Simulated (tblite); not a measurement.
**CH$_{3}$Cl$_{3}$F$_{2}$Ga$_{2}$: geometry relaxation (part 1 of 4)**

The run: geometry relaxation of CH$_{3}$Cl$_{3}$F$_{2}$Ga$_{2}$, SMILES [F][Ga-]1([F])[Cl+][GaH-]([CH2]Cl)[Cl+]1. Method and program: GFN2-xTB geometry optimisation, gas phase (tblite 0.8.0).

It belongs to a series of runs on one base structure; here: H on Ga replaced by CH2Cl.

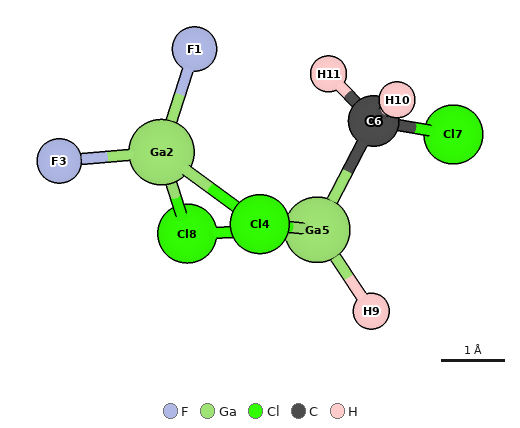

Figure 1. The structure as given in the input (ball-and-stick view, seen at a tilt; atoms are numbered from 1 in the order of the input). Sticks mark near contacts.

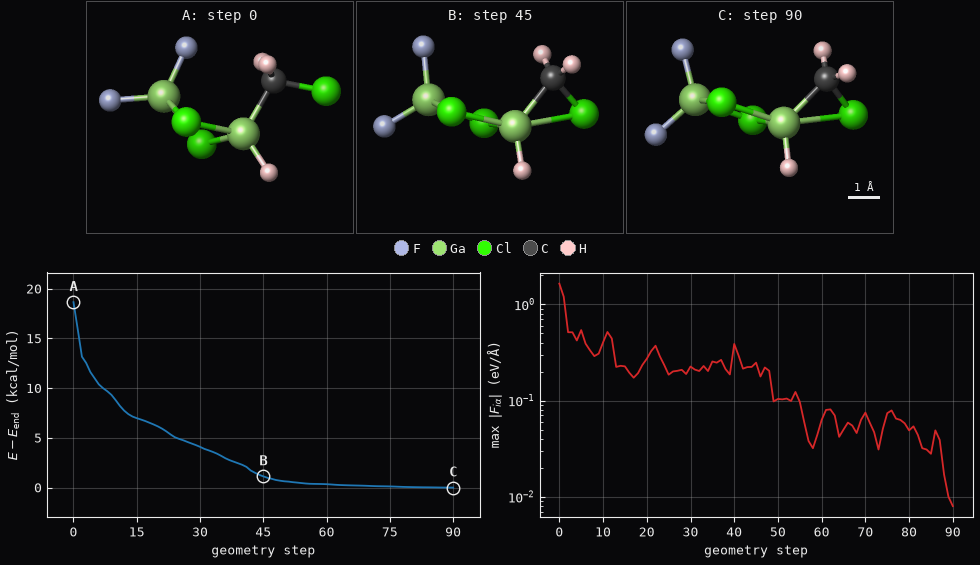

Figure 2. Frames of the relaxation (ball-and-stick view, seen at a tilt) above the curves, on which the letters mark them (steps are counted from 0).

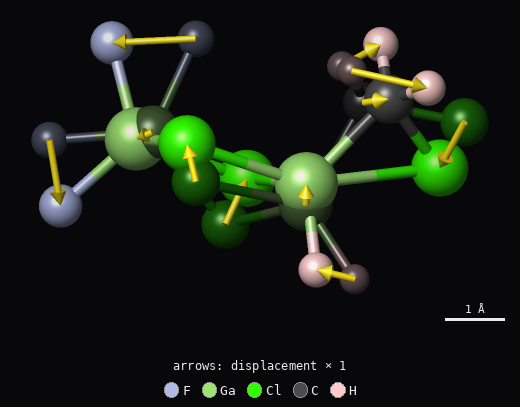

Figure 3. Start (faint) and end (solid) with the displacements as yellow arrows, at true length (ball-and-stick view, seen at a tilt). The two geometries are laid on each other by the best rigid fit. The atom that moves furthest after the best rigid fit is F1 (1.45 Å). By element the largest moves are F 1.45 Å, H 1.34 Å, Cl 1.04 Å, C 0.52 Å, Ga 0.38 Å. Among the contacts that change: Ga5–Cl7 3.054 → 2.507 Å, Cl4–Ga5 2.229 → 2.361 Å, C6–Cl7 1.759 → 1.827 Å, Ga5–H9 1.592 → 1.534 Å. Among the angles that change: Ga5–C6–Cl7 108.9° → 81.5°, Ga5–C6–H10 106.7° → 125.1°, Cl4–Ga5–H9 114.6° → 104.3°. After 90 geometry steps the energy has fallen by 18.7 kcal/mol. Largest force component: 1.6 eV/Å at the start, 0.008 eV/Å at the end. (Atoms are counted from 1 in the order of the input.)

The input and output of the run follow.

The input:
```
{"job": {"kind": "relax", "xc": "GFN2-xTB", "basis": "xTB"}, "charge": 0, "multiplicity": 1}
F      1.649400     1.151500     1.456900
Ga     2.042700    -0.347800     0.564000
F      3.740700    -0.879400     0.650000
Cl     1.110900    -0.404800    -1.442300
Ga    -0.761900    -0.786600    -0.294800
C     -1.385000     0.975700     0.391400
Cl    -3.118700     0.893800     0.679900
Cl     0.547100    -1.882300     1.119600
H     -1.840500    -1.672400    -1.061400
H     -1.102000     1.734000    -0.369900
H     -0.877500     1.221000     1.360600
```

The first line tells a small driver script what to run in tblite; the rest is the geometry in Å.

Launched with:
```bash
OMP_NUM_THREADS=1 python <driver script> task.json out
```

Log:
```
step      E/eV     max force
  0    -801.04945    1.759
  1    -801.16718    1.269
  2    -801.28733    0.690
  3    -801.31469    0.590
  4    -801.35442    0.472
  5    -801.38126    0.618
  6    -801.40797    0.471
  7    -801.42458    0.365
  8    -801.43789    0.412
  9    -801.45400    0.454
 10    -801.47713    0.551
 11    -801.50193    0.521
 12    -801.52246    0.447
 13    -801.53782    0.286
 14    -801.54852    0.302
 15    -801.55560    0.251
 16    -801.56159    0.235
 17    -801.56801    0.203
 18    -801.57546    0.281
 19    -801.58307    0.307
 20    -801.59141    0.285
 21    -801.60136    0.336
 22    -801.61310    0.382
 23    -801.62649    0.341
 24    -801.63846    0.257
 25    -801.64578    0.204
 26    -801.65190    0.233
 27    -801.65921    0.287
 28    -801.66614    0.342
 29    -801.67300    0.280
 30    -801.68065    0.284
 31    -801.68940    0.235
 32    -801.69572    0.234
 33    -801.70254    0.257
 34    -801.71028    0.321
 35    -801.71989    0.372
 36    -801.73033    0.269
 37    -801.73875    0.279
 38    -801.74548    0.225
 39    -801.75221    0.280
 40    -801.75905    0.442
 41    -801.76811    0.306
 42    -801.78377    0.309
 43    -801.79357    0.287
 44    -801.80251    0.302
 45    -801.80947    0.277
 46    -801.81582    0.192
 47    -801.82025    0.259
 48    -801.82532    0.252
 49    -801.82846    0.142
 50    -801.83097    0.109
 51    -801.83235    0.111
 52    -801.83480    0.108
 53    -801.83656    0.102
 54    -801.83855    0.144
 55    -801.84049    0.133
 56    -801.84179    0.078
 57    -801.84227    0.040
 58    -801.84254    0.039
 59    -801.84291    0.050
 60    -801.84356    0.067
 61    -801.84464    0.106
 62    -801.84600    0.102
 63    -801.84708    0.090
 64    -801.84777    0.053
 65    -801.84835    0.056
 66    -801.84884    0.076
 67    -801.84928    0.076
 68    -801.84971    0.053
 69    -801.85025    0.065
 70    -801.85096    0.087
 71    -801.85174    0.072
 72    -801.85230    0.052
 73    -801.85261    0.042
 74    -801.85287    0.056
 75    -801.85327    0.092
 76    -801.85387    0.103
 77    -801.85463    0.091
 78    -801.85530    0.064
 79    -801.85578    0.059
 80    -801.85615    0.060
 81    -801.85651    0.063
 82    -801.85681    0.046
 83    -801.85703    0.049
 84    -801.85719    0.044
 85    -801.85739    0.039
 86    -801.85767    0.051
 87    -801.85800    0.039
 88    -801.85819    0.026
 89    -801.85825    0.012
 90    -801.85826    0.009
```

Trajectory as extended XYZ (Å, eV, eV/Å), 72 of the 91 frames kept, from step=0 to step=90:
```
11
Properties=species:S:1:pos:R:3:forces:R:3 step=0 energy=-801.04945
F     1.6494    1.1515    1.4569    0.2760  -0.3240  -0.2100
Ga    2.0427   -0.3478    0.5640    0.6070   0.3350   0.3680
F     3.7407   -0.8794    0.6500   -0.4450   0.0810  -0.0740
Cl    1.1109   -0.4048   -1.4423    0.5470   0.3580  -0.8140
Ga   -0.7619   -0.7866   -0.2948   -1.6450  -0.4180  -0.4600
C    -1.3850    0.9757    0.3914    1.3500   0.3750   0.4560
Cl   -3.1187    0.8938    0.6799   -0.2070  -0.0900  -0.2060
Cl    0.5471   -1.8823    1.1196    0.0280  -0.6360   0.8160
H    -1.8405   -1.6724   -1.0614    0.4760  -0.1150   0.1420
H    -1.1020    1.7340   -0.3699   -0.5440   0.1890   0.5570
H    -0.8775    1.2210    1.3606   -0.4430   0.2430  -0.5760
11
Properties=species:S:1:pos:R:3:forces:R:3 step=1 energy=-801.16718
F     1.6534    1.1469    1.4539    0.2510  -0.2370  -0.1550
Ga    2.0514   -0.3430    0.5692    0.3550   0.2020   0.2230
F     3.7343   -0.8782    0.6489   -0.3070   0.0490  -0.0580
Cl    1.1188   -0.3997   -1.4539    0.4290   0.2950  -0.5890
Ga   -0.7854   -0.7926   -0.3014   -1.2040  -0.2790  -0.2880
C    -1.3657    0.9810    0.3979    0.6370   0.0860   0.0830
Cl   -3.1217    0.8925    0.6769    0.0790  -0.1180  -0.2320
Cl    0.5475   -1.8913    1.1312    0.0030  -0.4560   0.6310
H    -1.8337   -1.6741   -1.0593    0.3190  -0.2050   0.0510
H    -1.1097    1.7367   -0.3620   -0.4090   0.3090   0.4100
H    -0.8838    1.2244    1.3524   -0.1520   0.3530  -0.0750
11
Properties=species:S:1:pos:R:3:forces:R:3 step=3 energy=-801.31469
F     1.6702    1.1330    1.4446    0.1600   0.0380   0.0160
Ga    2.0701   -0.3324    0.5810   -0.2620  -0.1660  -0.1710
F     3.7167   -0.8758    0.6452    0.0730  -0.0510  -0.0180
Cl    1.1461   -0.3804   -1.4900    0.1030   0.1250  -0.0060
Ga   -0.8578   -0.8075   -0.3163    0.0540   0.0940   0.1790
C    -1.3292    0.9846    0.4010   -0.2040  -0.0180  -0.0430
Cl   -3.1139    0.8831    0.6606    0.3060  -0.2290  -0.2250
Cl    0.5470   -1.9191    1.1712   -0.0740   0.0140   0.1400
H    -1.8166   -1.6925   -1.0593   -0.1590  -0.5130  -0.2440
H    -1.1360    1.7603   -0.3365   -0.1230   0.4150   0.0900
H    -0.8912    1.2494    1.3525    0.1250   0.2910   0.2840
11
Properties=species:S:1:pos:R:3:forces:R:3 step=4 energy=-801.35442
F     1.6831    1.1292    1.4417    0.1270   0.0890   0.0510
Ga    2.0669   -0.3349    0.5788   -0.3090  -0.2450  -0.2420
F     3.7129   -0.8770    0.6430    0.0910  -0.0610  -0.0110
Cl    1.1608   -0.3679   -1.5044   -0.0210   0.0580   0.1640
Ga   -0.8834   -0.8090   -0.3147    0.2850  -0.0030   0.1410
C    -1.3227    0.9850    0.4004    0.0140   0.4220   0.2110
Cl   -3.0992    0.8705    0.6453    0.0970  -0.2930  -0.1630
Cl    0.5439   -1.9294    1.1923   -0.1070   0.1570  -0.0210
H    -1.8167   -1.7203   -1.0693   -0.1200  -0.4150  -0.1810
H    -1.1511    1.7859   -0.3232   -0.0480   0.2090   0.1210
H    -0.8891    1.2707    1.3639   -0.0090   0.0830  -0.0700
11
Properties=species:S:1:pos:R:3:forces:R:3 step=5 energy=-801.38126
F     1.6953    1.1278    1.4404    0.1140   0.0660   0.0420
Ga    2.0590   -0.3413    0.5727   -0.2420  -0.2320  -0.2230
F     3.7115   -0.8789    0.6411    0.0350  -0.0540  -0.0110
Cl    1.1717   -0.3573   -1.5123   -0.0970   0.0120   0.2310
Ga   -0.8981   -0.8105   -0.3111    0.3000  -0.0610   0.0680
C    -1.3174    0.9933    0.4029    0.1550   0.5410   0.2560
Cl   -3.0864    0.8552    0.6307   -0.0780  -0.3320  -0.1030
Cl    0.5395   -1.9344    1.2080   -0.1310   0.2200  -0.1050
H    -1.8186   -1.7489   -1.0799   -0.0090  -0.2470  -0.0600
H    -1.1635    1.8091   -0.3105    0.0190   0.1110   0.1060
H    -0.8875    1.2886    1.3719   -0.0660  -0.0240  -0.2000
11
Properties=species:S:1:pos:R:3:forces:R:3 step=6 energy=-801.40797
F     1.7111    1.1274    1.4396    0.1100  -0.0190  -0.0020
Ga    2.0456   -0.3528    0.5617   -0.0900  -0.1370  -0.1240
F     3.7103   -0.8821    0.6388   -0.0730  -0.0380  -0.0170
Cl    1.1814   -0.3457   -1.5161   -0.1560  -0.0300   0.2250
Ga   -0.9083   -0.8130   -0.3058    0.2050  -0.0450  -0.0080
C    -1.3101    1.0114    0.4083    0.2120   0.3910   0.1550
Cl   -3.0738    0.8316    0.6128   -0.1910  -0.3530  -0.0410
Cl    0.5319   -1.9351    1.2228   -0.1530   0.2370  -0.1500
H    -1.8205   -1.7846   -1.0923    0.1370  -0.0300   0.0950
H    -1.1762    1.8372   -0.2950    0.0830   0.0890   0.0480
H    -0.8860    1.3083    1.3791   -0.0830  -0.0660  -0.1820
11
Properties=species:S:1:pos:R:3:forces:R:3 step=8 energy=-801.43789
F     1.7339    1.1248    1.4383    0.1120  -0.1520  -0.0740
Ga    2.0269   -0.3714    0.5442    0.1410   0.0700   0.0920
F     3.7046   -0.8879    0.6354   -0.1800  -0.0340  -0.0290
Cl    1.1811   -0.3360   -1.5070   -0.1700  -0.0480   0.0500
Ga   -0.9056   -0.8142   -0.2992   -0.0560   0.1090  -0.0630
C    -1.2983    1.0431    0.4154    0.0250  -0.1220  -0.1610
Cl   -3.0678    0.7864    0.5917   -0.0150  -0.2900  -0.0140
Cl    0.5146   -1.9215    1.2286   -0.1610   0.1420  -0.0860
H    -1.8145   -1.8224   -1.0992    0.2810   0.1850   0.2370
H    -1.1835    1.8744   -0.2786    0.0710   0.1360  -0.0120
H    -0.8860    1.3273    1.3842   -0.0480   0.0040   0.0590
11
Properties=species:S:1:pos:R:3:forces:R:3 step=9 energy=-801.45400
F     1.7481    1.1195    1.4358    0.1070  -0.1670  -0.0810
Ga    2.0208   -0.3796    0.5373    0.1850   0.1430   0.1700
F     3.6968   -0.8920    0.6330   -0.1570  -0.0540  -0.0310
Cl    1.1736   -0.3338   -1.4980   -0.1480  -0.0430  -0.0710
Ga   -0.9015   -0.8114   -0.2974   -0.1760   0.2050  -0.0670
C    -1.2916    1.0577    0.4155   -0.1000  -0.3080  -0.2720
Cl   -3.0671    0.7543    0.5818    0.1690  -0.2220  -0.0250
Cl    0.5006   -1.9079    1.2260   -0.1480   0.0690  -0.0140
H    -1.8031   -1.8343   -1.0948    0.3000   0.2300   0.2520
H    -1.1832    1.8955   -0.2717    0.0150   0.1150   0.0000
H    -0.8879    1.3347    1.3865   -0.0480   0.0320   0.1400
11
Properties=species:S:1:pos:R:3:forces:R:3 step=10 energy=-801.47713
F     1.7708    1.1084    1.4305    0.0910  -0.1180  -0.0500
Ga    2.0163   -0.3883    0.5310    0.1470   0.1760   0.2050
F     3.6821   -0.8992    0.6288   -0.0520  -0.1000  -0.0300
Cl    1.1596   -0.3317   -1.4868   -0.1030  -0.0330  -0.2070
Ga   -0.8998   -0.8035   -0.2969   -0.2650   0.3120  -0.0550
C    -1.2820    1.0743    0.4117   -0.2130  -0.4030  -0.3100
Cl   -3.0634    0.7032    0.5670    0.3900  -0.1200  -0.0450
Cl    0.4772   -1.8870    1.2221   -0.1140  -0.0130   0.0830
H    -1.7796   -1.8458   -1.0825    0.2720   0.2390   0.2240
H    -1.1827    1.9272   -0.2613   -0.0780   0.0340   0.0350
H    -0.8931    1.3450    1.3902   -0.0740   0.0260   0.1500
11
Properties=species:S:1:pos:R:3:forces:R:3 step=11 energy=-801.50193
F     1.7973    1.0938    1.4238    0.0640   0.0100   0.0270
Ga    2.0151   -0.3939    0.5287    0.0010   0.1190   0.1420
F     3.6646   -0.9089    0.6236    0.1150  -0.1630  -0.0250
Cl    1.1426   -0.3301   -1.4793   -0.0450  -0.0250  -0.2780
Ga   -0.9049   -0.7898   -0.2985   -0.2350   0.3680  -0.0200
C    -1.2723    1.0867    0.4038   -0.2450  -0.3070  -0.2160
Cl   -3.0533    0.6454    0.5504    0.5170  -0.0190  -0.0610
Cl    0.4495   -1.8649    1.2199   -0.0650  -0.0530   0.1600
H    -1.7475   -1.8525   -1.0639    0.1810   0.1850   0.1380
H    -1.1840    1.9612   -0.2486   -0.1720  -0.0910   0.0700
H    -0.9018    1.3556    1.3939   -0.1140  -0.0240   0.0630
11
Properties=species:S:1:pos:R:3:forces:R:3 step=13 energy=-801.53782
F     1.8324    1.0788    1.4181    0.0230   0.2240   0.1480
Ga    2.0138   -0.3954    0.5324   -0.1660  -0.1020  -0.0690
F     3.6500   -0.9293    0.6160    0.2040  -0.1990  -0.0250
Cl    1.1232   -0.3282   -1.4875    0.0210  -0.0320  -0.1630
Ga   -0.9266   -0.7576   -0.3031    0.1030   0.1720   0.0080
C    -1.2655    1.0920    0.3896   -0.0320   0.1630   0.1260
Cl   -3.0182    0.5766    0.5273    0.2120   0.0030  -0.0360
Cl    0.4145   -1.8434    1.2290   -0.0100   0.0250   0.1370
H    -1.7003   -1.8522   -1.0357   -0.0120   0.0320  -0.0330
H    -1.1975    1.9953   -0.2283   -0.2230  -0.1660   0.0200
H    -0.9204    1.3660    1.3961   -0.1180  -0.1200  -0.1120
11
Properties=species:S:1:pos:R:3:forces:R:3 step=14 energy=-801.54852
F     1.8437    1.0803    1.4202    0.0190   0.1860   0.1210
Ga    2.0087   -0.3984    0.5317   -0.0850  -0.1080  -0.0690
F     3.6515   -0.9403    0.6130    0.0940  -0.1650  -0.0340
Cl    1.1204   -0.3271   -1.4963    0.0270  -0.0400  -0.0950
Ga   -0.9333   -0.7437   -0.3038    0.2080   0.0080  -0.0360
C    -1.2652    1.0962    0.3877    0.0840   0.2300   0.1760
Cl   -3.0000    0.5576    0.5184   -0.0330  -0.0300  -0.0020
Cl    0.4047   -1.8387    1.2378   -0.0050   0.0690   0.1000
H    -1.6880   -1.8541   -1.0301   -0.0290   0.0400  -0.0450
H    -1.2090    2.0026   -0.2208   -0.2010  -0.0840  -0.0440
H    -0.9280    1.3683    1.3960   -0.0780  -0.1050  -0.0730
11
Properties=species:S:1:pos:R:3:forces:R:3 step=15 energy=-801.55560
F     1.8531    1.0840    1.4235    0.0230   0.0950   0.0630
Ga    2.0032   -0.4029    0.5295    0.0150  -0.0500  -0.0180
F     3.6535   -0.9512    0.6102   -0.0150  -0.1320  -0.0430
Cl    1.1184   -0.3268   -1.5033    0.0370  -0.0440  -0.0600
Ga   -0.9335   -0.7337   -0.3046    0.2270  -0.0800  -0.0710
C    -1.2640    1.1034    0.3886    0.1060   0.1380   0.1150
Cl   -2.9876    0.5410    0.5112   -0.1640  -0.0410   0.0260
Cl    0.3966   -1.8329    1.2456    0.0010   0.0860   0.0850
H    -1.6794   -1.8561   -1.0270   -0.0200   0.0690  -0.0390
H    -1.2206    2.0087   -0.2161   -0.1780   0.0100  -0.0870
H    -0.9342    1.3693    1.3963   -0.0310  -0.0520   0.0300
```
